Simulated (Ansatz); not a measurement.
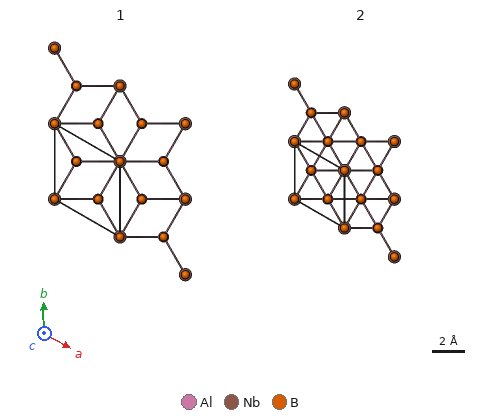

Two geometries of crystalline NbAl₂B₃ (a generated structure, set up in P6/mmm) (coarse preliminary run), drawn at one scale. One is the start of a relaxation, the other its converged end. The picture is a ball-and-stick view of the cell of the calculation, repeated 2 × 2 × 1 with one cell outlined, seen along the c axis.

Theory: Ansatz 0.2.0, DFT PBE, scalar-relativistic, plane waves, PAW. Settings: plane-wave cutoff 420 eV; k-point mesh 6 × 6 × 4; occupations gaussian; smearing width 0.1 eV; no spin polarisation; cell and atoms relaxed; force threshold 0.04 eV/Å; at most 70 steps.

Which of the two is the end point?

Structure 1 is the relaxed one. No atom moves by more than 0.005 Å relative to the cell. Cell: a = b 3.677 → 4.819 Å (+31.1 %), c 6.103 → 4.389 Å (−28.1 %). Volume +23.5 %. Some distances before and after: Al–B 3.052 → 2.195 Å, B–Nb 3.052 → 2.195 Å, Al–Al 2.123 → 2.782 Å, Al–Nb 2.123 → 2.782 Å. New bonds form: Al–B (3.05 → 2.19 Å). Bonds break: Al–Al (2.12 → 2.78 Å). The space group stays P6/mmm (No. 191). Over 11 accepted moves (13 points after the start) the energy falls by 1710 meV per atom. All forces vanish by symmetry, so only the cell relaxes. The pressure goes from 60.39 to 0.00 GPa. At 2 points the geometry stayed and the basis and grid were re-selected for the new cell (energy shift of 48.5 meV per atom at most each time).
